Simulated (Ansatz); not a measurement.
# One shape, several levels: [SiH3]− (SMILES [SiH3-])

Aim: a comparison of 6 runs (BHLYP/6-31G, BLYP/3-21G, PBE/6-31G, UB3LYP/3-21G, UPBE0/6-31G, UCCSD(T)/3-21G) of [SiH3]−. 

The results are computed with Ansatz 0.2.0.

2 further runs of the same task are left out: 2 set aside as unsound or not needed.

## Step 1: The structure to begin with

The species is [SiH3]− (4 atoms), meant as a singlet with charge -1. SMILES: `[SiH3-]`. The H2–Si1 distance was set to 1.932 Å, away from the relaxed value.

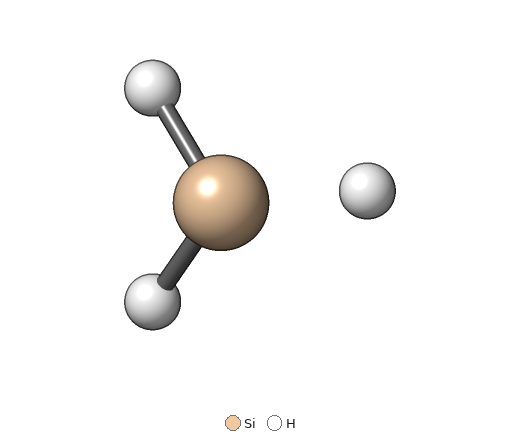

Viewed from a chosen angle; silicon light orange, hydrogen white.

## Step 2: A single-point energy at BHLYP/6-31G (run 1)

Input file in.yaml:

```yaml
crystal:
  periodic: [false, false, false]
  atoms:
    - {symbol: Si, position_ang: [0.567973, -0.218940, -0.647580]}
    - {symbol: H, position_ang: [0.426600, 0.622300, 1.085900]}
    - {symbol: H, position_ang: [-0.270227, -1.451940, -0.239880]}
    - {symbol: H, position_ang: [-0.639527, 0.543960, -1.238480]}
basis:
  gaussian: {orbitals: 6-31G}
total_charge: -1
hamiltonian: {xc: {name: BHLYP}}
accuracy: high
```

On the command line:

```console
$ ansatz run in.yaml --threads 1 --pin off --max-ram 2610MiB --events-out events.jsonl --progress --plain --runs-dir runs
```

Log:

```text
Warning: RAYON_NUM_THREADS=1 ignored (pool sized by the plan → 1); use --threads N
Functional definition: BHLYP
  name "BHLYP"
  parameter a = 0.5
  exchange = (1 - a)*b88_x + a*exact_x
  correlation = lyp_c
412 factors; integrals over basis functions are off by at most 3.4e-9 eV
mean field evaluation 1: about -7923.6345 eV, gradient 5.2e0 eV
mean field evaluation 2: about -7923.7564 eV, gradient 2.4e0 eV
mean field evaluation 4: about -7923.7866 eV, gradient 4.8e-2 eV
mean field evaluation 8: about -7923.7847 eV, gradient 2.9e-4 eV
mean field -7923.78473771 eV, -291.1937181767 hartree, gradient 3.3e-8 eV, S^2 0.000000; 0 other end points of the search recorded, 0 dependent functions left out
reference -7923.78475934 eV, -291.1937189716 hartree; 9, 9 occupied and 10, 10 virtual orbitals, 412 factors
Total energy: -7923.78475934 eV, -291.1937189716 hartree
```

It took 0.54 s on 1 thread of Intel Xeon Platinum 8488C (Sapphire Rapids), shared host.

## Step 3: The energy at BLYP/3-21G (run 2)

Input file run.yaml:

```yaml
basis:
  gaussian: {orbitals: 3-21G.json}
crystal:
  periodic: [false, false, false]
  atoms:
    - {symbol: Si, position_ang: [0.567973, -0.218940, -0.647580]}
    - {symbol: H, position_ang: [0.426600, 0.622300, 1.085900]}
    - {symbol: H, position_ang: [-0.270227, -1.451940, -0.239880]}
    - {symbol: H, position_ang: [-0.639527, 0.543960, -1.238480]}
total_charge: -1
hamiltonian: {xc: {name: BLYP}}
accuracy: high
```

The basis set 3-21G is read from a file made from the Basis Set Exchange's data (not shown).

On the command line:

```console
$ ansatz run run.yaml --threads 1 --pin off --max-ram 2610MiB --events-out events.jsonl --progress --plain --runs-dir runs
```

Log:

```text
Warning: RAYON_NUM_THREADS=1 ignored (pool sized by the plan → 1); use --threads N
Functional definition: BLYP
  name "BLYP"
  parameter beta = 0.0042
  parameter a = 0.04918
  parameter b = 0.132
  parameter c = 0.2533
  parameter d = 0.349
  exchange = b88_x(beta = beta)
  correlation = lyp_c(a = a, b = b, c = c, d = d)
375 factors; integrals over basis functions are off by at most 3.3e-9 eV
mean field evaluation 1: about -7882.3193 eV, gradient 8.8e0 eV
mean field evaluation 2: about -7882.0389 eV, gradient 1.1e1 eV
mean field evaluation 4: about -7882.6197 eV, gradient 3.9e-1 eV
mean field evaluation 8: about -7882.6116 eV, gradient 2.3e-3 eV
mean field evaluation 16: about -7882.6116 eV, gradient 8.1e-8 eV
mean field -7882.61162460 eV, -289.6806341780 hartree, gradient 9.2e-8 eV, S^2 0.000000; 0 other end points of the search recorded, 0 dependent functions left out
reference -7882.61166436 eV, -289.6806356391 hartree; 9, 9 occupied and 10, 10 virtual orbitals, 375 factors
Total energy: -7882.61166436 eV, -289.6806356391 hartree
```

It took 0.48 s on 1 thread of Intel Xeon Platinum 8488C (Sapphire Rapids), shared host.

Run 3 isn't shown in full; the table further down has it.

## Step 4: The energy at UB3LYP/3-21G (run 4)

Input file molecule.yaml:

```yaml
crystal:
  periodic: [false, false, false]
  atoms:
    - {symbol: Si, position_ang: [0.567973, -0.218940, -0.647580]}
    - {symbol: H, position_ang: [0.426600, 0.622300, 1.085900]}
    - {symbol: H, position_ang: [-0.270227, -1.451940, -0.239880]}
    - {symbol: H, position_ang: [-0.639527, 0.543960, -1.238480]}
basis:
  gaussian: {orbitals: 3-21G.json}
total_charge: -1
magnetization: {spin_polarized: true}
hamiltonian: {xc: {name: B3LYP}}
accuracy: high
```

The basis set 3-21G is read from a file made from the Basis Set Exchange's data (not shown).

On the command line:

```console
$ ansatz run molecule.yaml --threads 1 --pin off --max-ram 2610MiB --events-out events.jsonl --progress --plain --runs-dir runs
```

Log:

```text
Warning: RAYON_NUM_THREADS=1 ignored (pool sized by the plan → 1); use --threads N
Functional definition: B3LYP
  name "B3LYP"
  parameter a0 = 0.2
  parameter ax = 0.72
  parameter ac = 0.81
  exchange = (1 - a0 - ax)*slater_x + ax*b88_x + a0*exact_x
  correlation = (1 - ac)*vwn_rpa_c + ac*lyp_c
375 factors; integrals over basis functions are off by at most 3.3e-9 eV
mean field evaluation 1: about -7883.6230 eV, gradient 4.5e0 eV
mean field evaluation 2: about -7883.6388 eV, gradient 3.9e0 eV
mean field evaluation 4: about -7883.7834 eV, gradient 3.4e-2 eV
mean field evaluation 8: about -7883.7762 eV, gradient 9.1e-5 eV
mean field -7883.77615365 eV, -289.7234298312 hartree, gradient 8.7e-8 eV, S^2 0.000000; 0 other end points of the search recorded, 0 dependent functions left out
reference -7883.77618283 eV, -289.7234309035 hartree; 9, 9 occupied and 10, 10 virtual orbitals, 375 factors
Total energy: -7883.77618283 eV, -289.7234309035 hartree
```

It took 0.76 s on 1 thread of Intel Xeon Platinum 8488C (Sapphire Rapids), shared host; peak memory 0.12 GiB.

Run 5 isn't shown in full; the table further down has it.

## Step 5: A single-point energy at UCCSD(T)/3-21G (run 6)

Input file job.yaml:

```yaml
crystal:
  periodic: [false, false, false]
  atoms:
    - {symbol: Si, position_ang: [0.567973, -0.218940, -0.647580]}
    - {symbol: H, position_ang: [0.426600, 0.622300, 1.085900]}
    - {symbol: H, position_ang: [-0.270227, -1.451940, -0.239880]}
    - {symbol: H, position_ang: [-0.639527, 0.543960, -1.238480]}
basis:
  gaussian: {orbitals: 3-21G.json}
total_charge: -1
magnetization: {spin_polarized: true}
correlation: {method: ccsd_t, frozen_orbitals: {H: 0, Si: 5}}
accuracy: high
scf: {omitted_lower_state_checks: [cluster_reference, increment]}
```

The basis set 3-21G is read from a file made from the Basis Set Exchange's data (not shown).

On the command line:

```console
$ ansatz run job.yaml --threads 1 --pin off --max-ram 2610MiB --events-out events.jsonl --progress --plain --runs-dir runs
```

Log (excerpt; [...] marks lines left out):

```text
Warning: RAYON_NUM_THREADS=1 ignored (pool sized by the plan → 1); use --threads N
Functional definition: HF
  name "HF"
[...]
375 factors; integrals over basis functions are off by at most 3.3e-9 eV
[...]
mean field -7865.85861392 eV, -289.0649723911 hartree, gradient 1.3e-8 eV, S^2 0.000000; 0 other end points of the search recorded, 0 dependent functions left out
5 core orbitals not correlated: weight in the atoms' cores, before any rotation towards them, 1.000 or more for the frozen orbitals, at most 0.000 for the correlated occupied ones
reference -7865.85861392 eV, -289.0649723911 hartree; 4, 4 occupied and 10, 10 virtual orbitals, 375 factors
second order -1.63461778 eV of doubles, -0.00000000 eV of singles
cycle   1  -2.04651040 eV  change   -4.1e-1 eV  update   6.3e-2
[...]
cycle  20  -2.28328298 eV  change  -4.3e-10 eV  update  6.9e-10
perturbative correction -0.03003571 eV, -0.0011037918 hartree
Total energy: -7868.17193261 eV, -289.1499852849 hartree
Checks for a lower state left out: cluster_reference, increment
```

Run time: 0.18 s. Hardware: 1 thread of Intel Xeon Platinum 8488C (Sapphire Rapids), shared host.

## Step 6: Overview of the runs

```
run           level  frozen core orbitals  energy (Eh)  wall time
  1     BHLYP/6-31G                     –  -291.193719     0.54 s
  2      BLYP/3-21G                     –  -289.680636     0.48 s
  3       PBE/6-31G                     –  -291.050136     0.57 s
  4    UB3LYP/3-21G                     –  -289.723431     0.76 s
  5     UPBE0/6-31G                     –  -291.077980     0.85 s
  6  UCCSD(T)/3-21G                     5  -289.149985     0.18 s
```

## Step 7: Results

| quantity | value |
| --- | --- |
| run 6: total energy | -289.14999 Eh |
| run 6: correlation energy (5 core orbitals frozen) | -85.0 mEh |
| run 6: (T) correction | -1.10 mEh |
| run 6: T1 diagnostic | 0.014 |

What this shows: Totals of different functionals can't be ranked against each other. All runs together took 3.4 s, the longest 0.85 s.
